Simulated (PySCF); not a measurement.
# NMR shielding calculation, with input and output: C₆H₉N₃

System: C₆H₉N₃, SMILES C=Cn1nc(C)c(C)n1.
Method: GIAO PBE0/pcSseg-1 NMR shielding, non-relativistic, gas phase (PySCF 2.14.0).

The geometry comes from this level: GFN2-xTB, MD frame at 425 fs, 600 K. It belongs to a series of runs on one base structure; here: MD frame at 425 fs, 600 K. Figures and captions count atoms from 1; the log counts them from 0 in places.

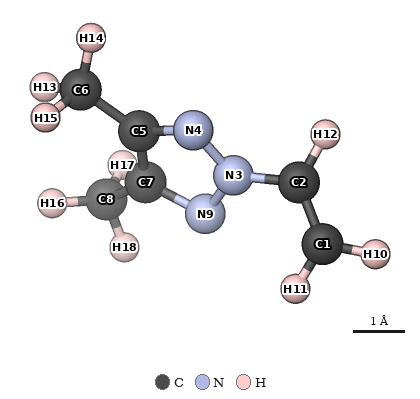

Figure 1. The structure (ball-and-stick view, seen at a tilt; atoms are numbered from 1 in the order of the input). Bond lengths as drawn: C–C 1.32 to 1.48 Å, C–H 1.05 to 1.22 Å, C–N 1.34 to 1.37 Å and N–N 1.31 to 1.34 Å.

**Summary**

```csv
quantity,value
outcome,converged
total energy,−397.711193 hartree
HOMO,−6.83 eV
LUMO,−0.95 eV
dipole moment,1.16 D
"isotropic shielding, C",35.3 to 173.9 ppm
"isotropic shielding, N",−127.2 to −25.1 ppm
"isotropic shielding, H",24.3 to 30.0 ppm
hardware,"1 CPU thread, shared host"
wall time,94 s
peak memory,0.88 GiB
```

**Input file**
```
{"job": {"kind": "nmr", "xc": "PBE0", "basis": "pcSseg-1", "pop": false}, "charge": 0, "multiplicity": 1}
C      3.336400    -2.003700     1.115500
C      2.891400    -1.102400     0.252600
N      1.555400    -0.793300     0.276500
N      1.124600     0.436800     0.178300
C     -0.201500     0.299500     0.001700
C     -1.056500     1.474700    -0.074900
C     -0.549900    -1.023200     0.132200
C     -1.811800    -1.741100    -0.147000
N      0.591000    -1.719500     0.399700
H      4.240500    -2.546700     0.930100
H      2.715000    -2.563100     1.773800
H      3.405900    -0.627100    -0.582900
H     -2.143500     1.148000    -0.512600
H     -0.640600     2.371700    -0.620900
H     -1.410200     1.746300     0.921900
H     -2.607500    -1.183400     0.439700
H     -1.833500    -1.847300    -1.187300
H     -1.727500    -2.791200     0.179800
```

The first line tells a small driver script what to run in PySCF; the rest is the geometry in Å.

Launched with:
```bash
OMP_NUM_THREADS=1 python <driver script> task.json out
```

**Log**
```
coarse grid: 15288 points
cycle   1  E = -397.5879594099  dE =  1.648e+00  |g| = 5.632e-01  |ddm| = 4.005e+00
cycle   2  E = -397.4810005406  dE =  1.070e-01  |g| = 9.229e-01  |ddm| = 1.108e+00
cycle   3  E = -397.6555033919  dE = -1.745e-01  |g| = 1.496e-01  |ddm| = 7.513e-01
cycle   4  E = -397.6602066778  dE = -4.703e-03  |g| = 5.764e-02  |ddm| = 1.812e-01
cycle   5  E = -397.6609074734  dE = -7.008e-04  |g| = 1.925e-02  |ddm| = 5.657e-02
cycle   6  E = -397.6609844100  dE = -7.694e-05  |g| = 5.021e-03  |ddm| = 2.007e-02
cycle   7  E = -397.6609886750  dE = -4.265e-06  |g| = 2.573e-03  |ddm| = 5.726e-03
final grid: 148576 points
cycle   8  E = -397.7111747844  dE = -3.803e-05  |g| = 8.598e-03  |ddm| = 3.660e-02
cycle   9  E = -397.7111500690  dE =  2.472e-05  |g| = 1.374e-02  |ddm| = 1.963e-02
cycle  10  E = -397.7111904764  dE = -4.041e-05  |g| = 3.004e-03  |ddm| = 1.320e-02
cycle  11  E = -397.7111925505  dE = -2.074e-06  |g| = 2.290e-04  |ddm| = 2.674e-03
cycle  12  E = -397.7111925560  dE = -5.518e-09  |g| = 1.743e-04  |ddm| = 3.328e-04
cycle  13  E = -397.7111925624  dE = -6.384e-09  |g| = 5.214e-05  |ddm| = 1.747e-04
cycle  14  E = -397.7111925630  dE = -5.706e-10  |g| = 1.997e-05  |ddm| = 5.751e-05
```

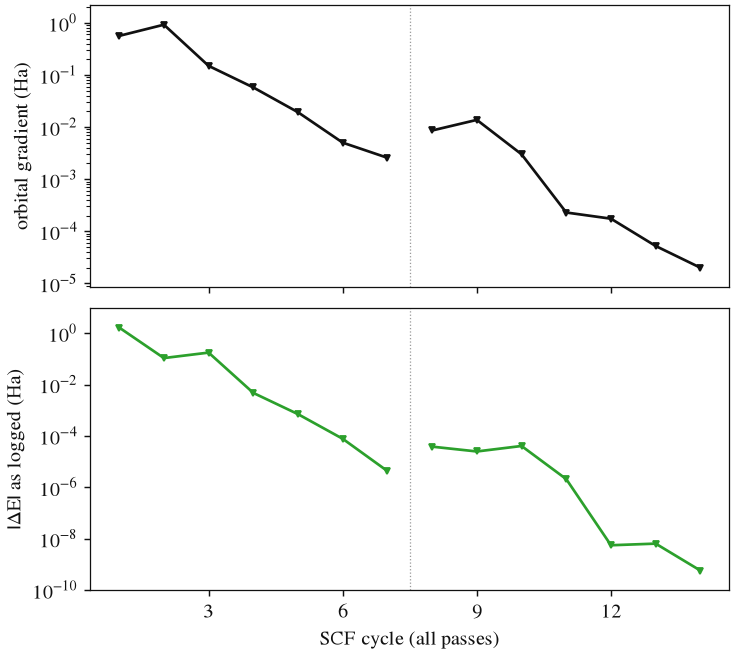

Figure 2. Convergence of the self-consistent field: orbital gradient and size of the energy change against the SCF cycle. The dotted line marks the change from a coarse to the final integration grid. The first 7 cycles use a coarse grid, the final grid takes over at cycle 8, and the field converges after 14 cycles in all.

```
converged SCF energy = -397.7111925630

GIAO shielding tensors (ppm)
atom      isotropic    diamagn.    paramagn.     s11        s22        s33       span
  0 C       69.353     251.891    -182.538    -31.767     65.326    174.501    206.268
  1 C       45.373     251.226    -205.854    -68.019     77.559    126.577    194.596
  2 N      -25.072     338.030    -363.102   -144.615    -19.363     88.762    233.377
  3 N     -104.632     328.555    -433.187   -329.855   -134.526    150.484    480.339
  4 C       39.746     254.716    -214.970    -36.520     33.193    122.565    159.085
  5 C      166.735     247.024     -80.288    155.796    161.150    183.259     27.463
  6 C       35.342     259.858    -224.516    -48.174     26.041    128.160    176.334
  7 C      173.921     248.738     -74.817    161.492    171.639    188.632     27.140
  8 N     -127.202     330.809    -458.010   -337.809   -140.761     96.965    434.774
  9 H       26.743      25.972       0.771     24.808     26.162     29.260      4.452
 10 H       25.715      33.188      -7.473     22.271     25.449     29.425      7.155
 11 H       24.269      29.630      -5.361     21.653     24.198     26.957      5.304
 12 H       26.750      27.522      -0.772     22.177     27.128     30.944      8.767
 13 H       27.736      27.729       0.007     22.862     26.247     34.100     11.237
 14 H       28.885      29.255      -0.370     25.343     26.223     35.089      9.747
 15 H       27.757      27.989      -0.232     22.512     27.561     33.197     10.685
 16 H       30.015      30.607      -0.591     25.892     27.922     36.232     10.340
 17 H       28.443      28.308       0.136     23.746     27.321     34.263     10.518
```

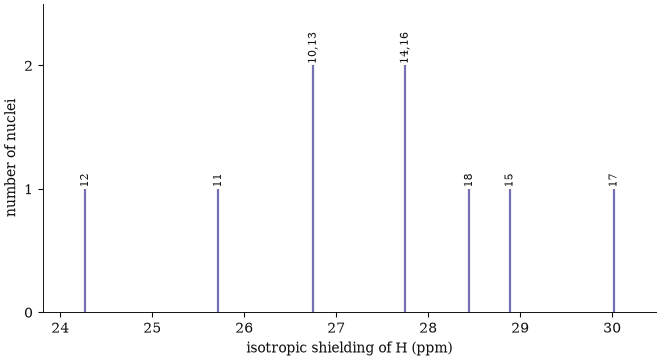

Figure 3. Isotropic shieldings of the hydrogen nuclei in this fixed geometry, labelled by atom number; shielding grows to the right, so chemical shift grows to the left. The least shielded is H12 (24.3 ppm), the most shielded H17 (30.0 ppm).
